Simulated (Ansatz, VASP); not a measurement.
# Cross-check of BAs between VASP and Ansatz

Wanted: the spread between two codes on one cell, functional and k mesh. Valence electrons are named where the data sets of a main pair hold unlike numbers.

Method: plane waves, with VASP 6.6.1 beside it; band structure at PBE and single point at PBE, in Ansatz 0.2.0.

**1. The structure**

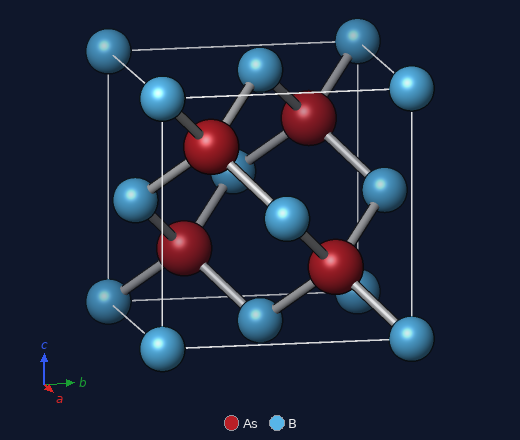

The cell as given, slightly off an axis (arsenic red, boron blue). This picture shows the conventional cell, with its axes. Bonds to atoms that aren't drawn are left out. Some periodic images of atoms are drawn too.

Coordinates:

```cif
data_structure
_symmetry_space_group_name_H-M 'P 1'
_symmetry_Int_Tables_number 1
_cell_length_a 3.3778
_cell_length_b 3.3778
_cell_length_c 3.3778
_cell_angle_alpha 60.000
_cell_angle_beta 60.000
_cell_angle_gamma 60.000
_cell_volume 27.25
loop_
_atom_site_label
_atom_site_type_symbol
_atom_site_fract_x
_atom_site_fract_y
_atom_site_fract_z
_atom_site_occupancy
As1 As 0.75000 0.75000 0.75000 1
B2 B 0.00000 0.00000 0.00000 1
```

**2. Ansatz: band structure, PBE**

Ansatz runs on its default PAW (the set named soft_2) files.

Levels along a path test the potential and the projectors away from the mesh points.

Input file input.yaml:

```yaml
crystal:
  lattice:
    - [0.0, 2.3885, 2.3885]
    - [2.3885, 0.0, 2.3885]
    - [2.3885, 2.3885, 0.0]
  atoms:
    - { symbol: As, position: [0.75, 0.75, 0.75] }
    - { symbol: B, position: [0.0, 0.0, 0.0] }
hamiltonian:
  xc: pbe
  pseudopotentials: { kind: paw }
kpoints:
  mp_grid: { grid: [6, 6, 6] }
  band_path:
    path:
      - [0.0, 0.0, 0.0]
      - [0.18182, 0.0, 0.18182]
      - [0.36364, 0.0, 0.36364]
      - [0.40909, 0.0, 0.40909]
      - [0.5, 0.0, 0.5]
      - [0.5, 0.09091, 0.59091]
      - [0.5, 0.18182, 0.68182]
      - [0.5, 0.25, 0.75]
      - [0.45455, 0.29545, 0.75]
      - [0.40909, 0.34091, 0.75]
      - [0.375, 0.375, 0.75]
      - [0.20455, 0.20455, 0.40909]
      - [0.06818, 0.06818, 0.13636]
      - [0.04545, 0.04545, 0.04545]
      - [0.22727, 0.22727, 0.22727]
      - [0.40909, 0.40909, 0.40909]
      - [0.51136, 0.47727, 0.51136]
      - [0.55682, 0.38636, 0.55682]
      - [0.60227, 0.29545, 0.60227]
      - [0.61364, 0.25, 0.63636]
      - [0.56818, 0.25, 0.68182]
      - [0.51136, 0.25, 0.73864]
      - [0.5, 0.29545, 0.70455]
      - [0.5, 0.38636, 0.61364]
      - [0.5, 0.47727, 0.52273]
      - [0.47727, 0.47727, 0.54545]
      - [0.43182, 0.43182, 0.63636]
      - [0.38636, 0.38636, 0.72727]
      - [0.60227, 0.20455, 0.60227]
      - [0.55682, 0.11364, 0.55682]
      - [0.5, 0.0, 0.5]
    npoints: 1
scf:
  occupations: { method: gaussian, width: 0.01 }
  n_extra_bands: 7
output:
  forces: true
  stress: true
  eigenvalues: true
  write_density: true
  write_potential: true
  elf: true
  volumetric_format: npy
```

Started as:

```console
ansatz run input.yaml --threads 2 --pin off --max-ram 4608MiB --backend cpu --events-out ev --progress --plain --runs-dir out
```

Numbers of over 12 decimals in the logs are rounded to 6 here.

Output:

```text
scf.n_extra_bands = 7 over 9 filled bands (N_el = 18.0): the run solves 16 bands
Engine: ansatz 0.2.0, aarch64-unknown-linux-gnu
Pseudopotentials: kind: paw
Pseudopotential: As, paw, valence charge 15, recommended cutoff 420 eV (normal), As.paw.azcp
Pseudopotential: B, paw, valence charge 3, recommended cutoff 420 eV (normal), B.paw.azcp
Functional definition: PBE
  parameter kappa = 0.804
  parameter beta = 0.066725
  exchange = pbe_x(kappa = kappa, mu = beta*pi^2/3)
  correlation = pbe_c(beta = beta)
Crystal: 2 atoms, lattice volume = 27.252 Å³
Basis set: ecut = 420 eV, 531 PW (Γ), exchange–correlation on 48×48×48 points (8 copies of the dense FFT grid, shifted against one another)
Bands: 16, of which v1, the nominal top of the filled ones, is band 9 counted from 1 (8 counted from 0)
Symmetry: 24 space group operations
Space group: F-43m (ITA 216), of the structure as read, at distance tolerance 3.0e-5 Å
k-points: 16 of 216 (time reversal used)
Non-local potential: As, projectors of the file, l = 0: 2, l = 1: 2, l = 2: 3, l = 3: 1
Non-local potential: B, projectors of the file, l = 0: 2, l = 1: 2, l = 2: 1
PAW form: soft (Blöchl's): semilocal exchange-correlation on the pseudo side does not see the compensation charge
PAW one-centre angular grid: As, 590 points (default); XC on 64 Gauss nodes
PAW one-centre angular grid: B, 110 points (default); XC on 64 Gauss nodes
Initial density: superposition of atomic densities (neutral atoms: chi_scale 0, normalization atom), corrected by the library's trained network
Initial wavefunctions: pseudopotential atomic-orbital guess
Functional: x = pbe(κ = 0.804, μ = 0.219515), c = pbe(β = 0.066725)
SCF iter   1: F=—  HF=-5012.081499 eV  |F-HF|=—  |Δ(HF+E_count)|=         —  Δρ=8.62e-4  dr2=1.48e-4  ethr=1.77e-3  ⟨swp⟩=6.0  Hψ=1412  notcnv=0
preconditioner: auto → none  [insulator: Δε(μ)=1.284 eV  Ē_g=15.649 eV  σ=0.010 eV  W_gap=1.00  n_scr=8 (ndim 8)  ℏωp=20.1 eV  f_vac=0.001  D(μ)=0.00/eV (n_scr^D=0)  ε∞_Penn≈2.7]
SCF iter   2: F=—  HF=-5012.081548 eV  |F-HF|=—  |Δ(HF+E_count)|=   4.97e-5  Δρ=5.41e-4  dr2=6.21e-5  ethr=8.24e-7  ⟨swp⟩=2.4  Hψ=590  notcnv=0  defer=40
SCF iter   3: F=—  HF=-5012.081565 eV  |F-HF|=—  |Δ(HF+E_count)|=   1.69e-5  Δρ=2.66e-4  dr2=9.20e-6  ethr=3.45e-7  ⟨swp⟩=2.2  Hψ=359  notcnv=0  defer=40
SCF iter   4: F=—  HF=-5012.081585 eV  |F-HF|=—  |Δ(HF+E_count)|=   1.96e-5  Δρ=7.10e-5  dr2=1.33e-6  ethr=5.11e-8  ⟨swp⟩=2.8  Hψ=363  notcnv=0  defer=40
SCF iter   5: F=—  HF=-5012.081585 eV  |F-HF|=—  |Δ(HF+E_count)|=   6.96e-7  Δρ=2.78e-5  dr2=2.55e-7  ethr=7.38e-9  ⟨swp⟩=2.0  Hψ=358  notcnv=0  defer=40
SCF iter   6: F=-5012.081585 eV  HF=-5012.081585 eV  |F-HF|=6.04e-9  |Δ(HF+E_count)|=   4.25e-8  Δρ=7.59e-6  dr2=1.21e-8  ethr=5.56e-10  ⟨swp⟩=10.0  Hψ=1487  notcnv=0
SCF 1 converged in 6 iterations: F = -5012.081585 eV  dr2 = 1.21e-8
  greatest PAW one-centre occupation: 0.999 electrons in one spin orbital (limit 2), on the As atom at site 0 (counted from 0), in its partial waves of l = 2
NSCF: frozen V_eff on 31 k-points
SCF converged after 6 iterations
Free energy (F): -5012.081585 eV
Harris-Foulkes:  -5012.081585 eV  (|F-HF|=6.04e-9)
Internal energy: -5012.081585 eV  (E = F + TS)
E sigma→0 (E₀):  -5012.081585 eV
Fermi energy:    11.772100 eV
--- Per-component energies (eV) ---
  E_band       = -210.162509
  E_kinetic    = 152.187343
  E_local      = -1694.075191  (includes V_loc(G=0)·N_el)
  E_nonlocal   = -657.823564
  E_hartree    = 940.157128
  E_xc         = -111.435062
  E_vxc        = -117.669119  (∫ρ·V_xc dr)
  E_paw        = -1915.317250  (= ΣΔE_a)
  E_vpaw       = 226.907217  (= ΣTr[D̂ρ^β])
  E_aug_tail   = 0.000007  (compensation charges beyond the density's cutoff)
  E_ewald      = -1725.774997
  E_smearing   = -0.000000  (= −TS)
  E_closure    = 0.000000  (closes the sum)
  Σ components = -5012.081585   (vs F -5012.081585, Δ=0.00e0)
--- Forces (eV/Å), atoms counted from 1 ---
  atom   1  As    -0.00000000     0.00000000     0.00000000
  atom   2  B     -0.00000000     0.00000000    -0.00000000
  max |Σ_I F_I| component: 6.67e-16 eV/Å
--- Stress (GPa, compression-positive) ---
        2.808258      -0.000000      -0.000000
        0.000000       2.808258       0.000000
       -0.000000       0.000000       2.808258
  P = ⅓ Tr σ = 2.8083 GPa (28.083 kbar)
--- Band table (eV; the first three rows and the last of 16) ---
  k-point 0: bands = [... 5 lower, -4.2734, 11.1319, 11.1319, 11.1319, 14.4102, 14.4102, 14.4102, 15.8058, ... 3 higher]
  k-point 1: bands = [... 5 lower, -3.8204, 8.1749, 10.4508, 10.4508, 14.4318, 15.2984, 15.2984, 17.7796, ... 3 higher]
  k-point 2: bands = [... 5 lower, -2.5542, 4.3959, 9.6171, 9.6171, 13.9926, 15.9691, 15.9691, 19.8275, ... 3 higher]
  k-point 15: bands = [... 5 lower, 0.0262, 2.9360, 5.9840, 6.1810, 14.9163, 15.1259, 19.8006, 20.0341, ... 3 higher]
```

It took 0.85 s on 2 threads of Arm Neoverse V2, shared host; peak memory 0.38 GiB.

Reading the cycles: dr2 is the Hartree energy of the density residual (eV), the measure of convergence; HF is the Harris–Foulkes estimate of the energy, which meets the free energy F at convergence.

**3. VASP: band structure, PBE**

The same cell, functional, mesh and smearing now go to VASP, with its own data sets.

Lines of VASP's logs that name or quote its potential files are left out, and so is its time.

Input file INCAR:

```
SYSTEM = BAs
PREC = Accurate
ENCUT = 340
EDIFF = 1E-08
NELM = 100
ISMEAR = 0
SIGMA = 0.01
LREAL = .FALSE.
ALGO = Normal
GGA = PE
NBANDS = 10
LORBIT = 11
LWAVE = .TRUE.
LCHARG = .FALSE.
KPAR = 8
```

Input file POSCAR:

```
BAs
1.0
    0.0000000000      2.3885000000      2.3885000000
    2.3885000000      0.0000000000      2.3885000000
    2.3885000000      2.3885000000      0.0000000000
As B
1 1
Direct
    0.7500000000      0.7500000000      0.7500000000
    0.0000000000      0.0000000000      0.0000000000
```

Input file KPOINTS:

```
Automatic mesh
0
Gamma
6 6 6
0 0 0
```

Input file KPOINTS_OPT:

```
Line mode
12
Line-mode
Reciprocal
  0.00000000   0.00000000   0.00000000 GAMMA
  0.50000000   0.00000000   0.50000000 X

  0.50000000   0.00000000   0.50000000 X
  0.50000000   0.25000000   0.75000000 W

  0.50000000   0.25000000   0.75000000 W
  0.37500000   0.37500000   0.75000000 K

  0.37500000   0.37500000   0.75000000 K
  0.00000000   0.00000000   0.00000000 GAMMA

  0.00000000   0.00000000   0.00000000 GAMMA
  0.50000000   0.50000000   0.50000000 L

  0.50000000   0.50000000   0.50000000 L
  0.62500000   0.25000000   0.62500000 U

  0.62500000   0.25000000   0.62500000 U
  0.50000000   0.25000000   0.75000000 W

  0.50000000   0.25000000   0.75000000 W
  0.50000000   0.50000000   0.50000000 L

  0.50000000   0.50000000   0.50000000 L
  0.37500000   0.37500000   0.75000000 K

  0.62500000   0.25000000   0.62500000 U
  0.50000000   0.00000000   0.50000000 X
```

Potentials, in the order of the species: As_GW and B_GW (PBE family, release 64).

Started as:

```console
mpirun -np 8 vasp_std
```

Output:

```text
[banner, memory and clock lines left out]
running    8 mpi-ranks, on    1 nodes
 distrk:  each k-point on    1 cores,    8 groups
 distr:  one band on    1 cores,    1 groups

 POSCAR found type information on POSCAR AsB
 POSCAR found :  2 types and       2 ions
|                                                                             |
|           W    W    AA    RRRRR   N    N  II  N    N   GGGG   !!!           |
|           W    W   A  A   R    R  NN   N  II  NN   N  G    G  !!!           |
|           W    W  A    A  R    R  N N  N  II  N N  N  G       !!!           |
|           W WW W  AAAAAA  RRRRR   N  N N  II  N  N N  G  GGG   !            |
|           WW  WW  A    A  R   R   N   NN  II  N   NN  G    G                |
|           W    W  A    A  R    R  N    N  II  N    N   GGGG   !!!           |
|                                                                             |
|     For optimal performance we recommend to set                             |
|       NCORE = 2 up to number-of-cores-per-socket                            |
|     NCORE specifies how many cores store one orbital (NPAR=cpu/NCORE).      |
|     This setting can greatly improve the performance of VASP for DFT.       |
|     The default, NCORE=1 might be grossly inefficient on modern             |
|     multi-core architectures or massively parallel machines. Do your        |
|     Unfortunately you need to use the default for GW and RPA                |
|     calculations (for HF NCORE is supported but not extensively tested      |
|     yet).                                                                   |
|                                                                             |

 LDA part: xc-table for (Slater+PW92), standard interpolation
 POSCAR, INCAR and KPOINTS ok, starting setup
 FFT: planning ... GRIDC
 FFT: planning ... GRID_SOFT
 FFT: planning ... GRID
 WAVECAR not read
 entering main loop
       N       E                     dE             d eps       ncg     rms          rms(c)
DAV:   1     0.913930403917E+01    0.91393E+01   -0.32924E+03   320   0.572E+02
DAV:   2    -0.114425719776E+02   -0.20582E+02   -0.19954E+02   466   0.104E+02
DAV:   3    -0.120436112829E+02   -0.60104E+00   -0.59968E+00   400   0.166E+01
DAV:   4    -0.120498652068E+02   -0.62539E-02   -0.62533E-02   430   0.192E+00
DAV:   5    -0.120499627559E+02   -0.97549E-04   -0.97548E-04   420   0.162E-01    0.403E+00
DAV:   6    -0.114470251741E+02    0.60294E+00   -0.17901E+00   482   0.692E+00    0.170E+00
DAV:   7    -0.113880747739E+02    0.58950E-01   -0.17528E-01   416   0.230E+00    0.739E-01
DAV:   8    -0.113807879027E+02    0.72869E-02   -0.20084E-02   368   0.906E-01    0.773E-02
DAV:   9    -0.113811695321E+02   -0.38163E-03   -0.62901E-04   386   0.166E-01    0.416E-02
DAV:  10    -0.113813022495E+02   -0.13272E-03   -0.19833E-04   366   0.983E-02    0.867E-03
DAV:  11    -0.113813013896E+02    0.85989E-06   -0.74070E-06   386   0.157E-02    0.422E-03
DAV:  12    -0.113813019792E+02   -0.58960E-06   -0.20469E-06   360   0.997E-03    0.608E-04
DAV:  13    -0.113813019659E+02    0.13310E-07   -0.57644E-08   404   0.167E-03    0.300E-04
DAV:  14    -0.113813020964E+02   -0.13045E-06   -0.12069E-08   284   0.587E-04    0.732E-05
DAV:  15    -0.113813020800E+02    0.16347E-07   -0.13570E-09   222   0.250E-04    0.321E-05
DAV:  16    -0.113813020637E+02    0.16322E-07   -0.20341E-10   212   0.113E-04    0.532E-06
DAV:  17    -0.113813020623E+02    0.13398E-08   -0.17785E-11   214   0.386E-05
   1 F= -.11381302E+02 E0= -.11381302E+02  d E =-.493099E-57
 Start KPOINTS_OPT (optional k-point list driver)
k-point batch [1-16\120]
       N       E                     dE             ncg
DAV:   1     0.359336379113E+03   -0.25192E+04      320
DAV:   2     0.297723750915E+02   -0.32956E+03      520
DAV:   3     0.223339614335E+02   -0.74384E+01      404
DAV:   4     0.222830842862E+02   -0.50877E-01      432
DAV:   5     0.222819399874E+02   -0.11443E-02      394
DAV:   6     0.222819285413E+02   -0.11446E-04      460
DAV:   7     0.222819282128E+02   -0.32847E-06      396
DAV:   8     0.222819282009E+02   -0.11907E-07      452
DAV:   9     0.222819282009E+02   -0.54744E-10      340
[...]
k-point batch [113-120\120]
       N       E                     dE             ncg
DAV:   1     0.227200073114E+04   -0.22101E+04      160
DAV:   2     0.213914527882E+04   -0.13286E+03      272
DAV:   3     0.213686670084E+04   -0.22786E+01      226
DAV:   4     0.213686068365E+04   -0.60172E-02      208
DAV:   5     0.213686064876E+04   -0.34898E-04      258
DAV:   6     0.213686064869E+04   -0.67997E-07      224
DAV:   7     0.213686064869E+04   -0.41473E-09      236
 writing wavefunctions
```

OUTCAR, selected parts (step 3):

```text
ion  position               nearest neighbor table
   1  0.750  0.750  0.750-   2 2.07   2 2.07   2 2.07   2 2.07
   2  0.000  0.000  0.000-   1 2.07   1 2.07   1 2.07   1 2.07

  LATTYP: Found a face centered cubic cell.
 ALAT       =     4.7770000000

 Subroutine GETGRP returns: Found 24 space group operations
 (whereof 24 operations were pure point group operations)

The static configuration has the point symmetry T_d .

 Found     16 irreducible k-points:

   k-points           NKPTS =     16   k-points in BZ     NKDIM =     16   number of bands    NBANDS=     10

   dimension x,y,z NGX =    20 NGY =   20 NGZ =   20
   dimension x,y,z NGXF=    40 NGYF=   40 NGZF=   40

   ENCUT  =  340.0 eV  24.99 Ry    5.00 a.u.   5.08  5.08  5.08*2*pi/ulx,y,z

   NELECT =       8.0000    total number of electrons

 k-points in reciprocal lattice and weights: Automatic mesh
   0.00000000  0.00000000  0.00000000       0.005
   0.16666667  0.00000000  0.00000000       0.037
   0.33333333  0.00000000  0.00000000       0.037
   0.50000000  0.00000000  0.00000000       0.019
   0.16666667  0.16666667  0.00000000       0.028
   0.33333333  0.16666667  0.00000000       0.111
   0.50000000  0.16666667  0.00000000       0.111
  -0.33333333  0.16666667  0.00000000       0.111
  -0.16666667  0.16666667  0.00000000       0.056
[...]
-0.33333333  0.33333333  0.16666667       0.111
  -0.33333333  0.50000000  0.16666667       0.056

 average (electrostatic) potential at core
       1 -48.7402       2 -26.7438

 E-fermi :   6.2850

 k-point     1 :       0.0000    0.0000    0.0000
  band No.  band energies     occupation
      1      -9.2365      2.00000
      2       6.1743      2.00000
      3       6.1743      2.00000
      4       6.1743      2.00000
      5       9.4405      0.00000
      6       9.4405      0.00000
      7       9.4405      0.00000
      8      10.8291      0.00000
      9      15.7380      0.00000
    ...

 k-point     2 :       0.1667    0.0000    0.0000
  band No.  band energies     occupation
      1      -8.7832      2.00000
      2       3.2123      2.00000
      3       5.4914      2.00000
      4       5.4914      2.00000
      5       9.4592      0.00000
      6      10.3277      0.00000
      7      10.3277      0.00000
      8      12.8060      0.00000
      9      17.1582      0.00000
    ...

 k-point     3 :       0.3333    0.0000    0.0000
  band No.  band energies     occupation
      1      -7.5163      2.00000
      2      -0.5728      2.00000
      3       4.6567      2.00000
      4       4.6567      2.00000
      5       9.0191      0.00000
      6      10.9931      0.00000
      7      10.9931      0.00000
      8      14.8480      0.00000
      9      17.6522      0.00000
    ...

  Total        0.4972311      0.4972311      0.4972311     -0.0000000      0.0000000     -0.0000000
  in kB       29.2323110     29.2323110     29.2323110     -0.0000000      0.0000000     -0.0000000
  external PRESSURE =      29.2323110 kB  Pullay stress =       0.0000000 kB

  energy-cutoff  :      340.00
  volume of cell :       27.25
      direct lattice vectors                 reciprocal lattice vectors
     0.000000000  2.388500000  2.388500000    -0.209336404  0.209336404  0.209336404
     2.388500000  0.000000000  2.388500000     0.209336404 -0.209336404  0.209336404
     2.388500000  2.388500000  0.000000000     0.209336404  0.209336404 -0.209336404

 POSITION                                       TOTAL-FORCE (eV/Angst)
 -----------------------------------------------------------------------------------
      3.58275      3.58275      3.58275        -0.000000      0.000000      0.000000
      0.00000      0.00000      0.00000         0.000000     -0.000000     -0.000000
 -----------------------------------------------------------------------------------
    total drift:                               -0.000001     -0.000001     -0.000000

  FREE ENERGIE OF THE ION-ELECTRON SYSTEM (eV)
  ---------------------------------------------------
  free  energy   TOTEN  =       -11.3813020623 eV

  energy  without entropy=      -11.3813020623  energy(sigma->0) =      -11.38130206

 total charge
# of ion       s       p       d       tot
------------------------------------------
    1        1.150   1.627   0.088   2.865
    2        0.635   1.125   0.000   1.760
--------------------------------------------------
tot          1.785   2.752   0.088   4.625

[... 3 further parts left out ...]
```

The run ends at a pressure of 2.92 GPa.

(Continued in part 2 of 2.)

[Lines on the potential files, build, host, timing and source positions are cut from VASP's logs without a mark.]

[Logs are printed without paths, hosts, clocks, repeated set-up lines and the standing remarks that a program may print on its own settings, such as how far it seeks lower states.]

[Hosts, paths, dates, database ids (printed as entryN), source tags and the programs' standing remarks are cut or masked in the printed files.]
